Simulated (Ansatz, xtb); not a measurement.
**Ligand exchange: GeH2Br2 + CHClF2 → GeH3Br + CBrClF2**

Species: GeH2Br2 `[Br][GeH2][Br]`, singlet; CHClF2 (difluorochloromethane) `FC(F)Cl`, singlet; GeH3Br `[GeH3][Br]`, singlet; CBrClF2 `FC(F)(Cl)Br`, singlet. The partners trade Br for H: Ge–Br and C–H bonds give way to Ge–H and C–Br.

Shapes, held fixed at every level: PBE0-D4/def2-TZVP. Programs: Ansatz 0.2.0, xtb 6.7.1. The zero-point and thermal change to 298 K, harmonic and unscaled (PBE0-D4/def2-TZVP), is -12.0 kJ/mol.

| level | kind | ΔH(298 K) (kJ/mol) | less CCSD(T)/def2-TZVPP | CPU time (sum over the molecules) |
| --- | --- | --- | --- | --- |
| GFN1-xTB | semi-empirical | +139.0 | -8.4 | 0.13 s |
| HF/def2-SVP | Hartree–Fock | +174.0 | +26.6 | – |
| SPW92/def2-TZVPP | LDA | +126.5 | -20.9 | 8.4 s |
| BHLYP-D4/def2-TZVPP | global hybrid | +158.8 | +11.4 | 21 s |
| wB97X-V/def2-TZVPP | range-separated hybrid | +144.1 | -3.3 | 51 s |
| MP2/def2-TZVPP | perturbation theory | +150.1 | +2.7 | – |
| CCSD(T)/def2-SVP | coupled cluster or CI | +143.8 | -3.6 | 23 s |
| CCSD(T)/def2-TZVPP | coupled cluster or CI | +147.4 | 0.0 | 3.2 min |

The highest level, CCSD(T)/def2-TZVPP, gives ΔH(298 K) = +147.4 kJ/mol; the levels span +126.5 to +174.0. The column of differences is taken from that level and isn't an error. No measured value is set beside it here. Relativity is left out for Br, Ge unless named. Correlated rows may include outer-core shells of Br, Ge, which these sets cover unevenly. Times are processor times on shared x86 and Arm servers, and rough.

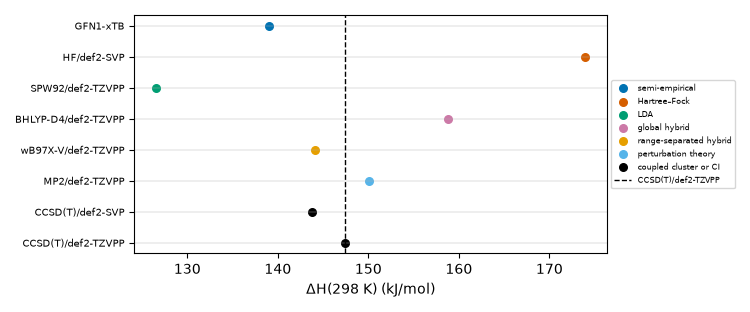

The values of the table, level by level.
